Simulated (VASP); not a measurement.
Band structure of SnO. Calculation: PBE GGA, VASP's PBE PAW potentials (set 64) (plane waves; VASP).

The cell holds a wide vacuum, so values per volume refer to the whole cell. Unless said otherwise, spin-orbit coupling is left out, though it shifts the bands of the heavy elements here.

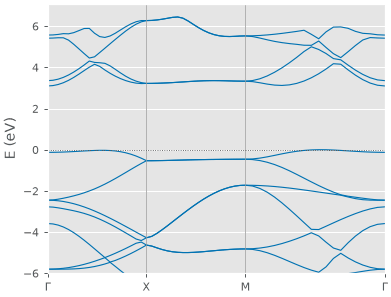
*Bands along high-symmetry lines, zero at the valence-band maximum or, without a gap, the Fermi level*

### Question
Read the plot: is there a gap, and where are the band edges?

### Answer
The gap is indirect, 3.10 eV, from the valence maximum at M-Γ at 0.53 to the conduction minimum at Γ.

The cell is a sheet with vacuum, built from a generated structure.
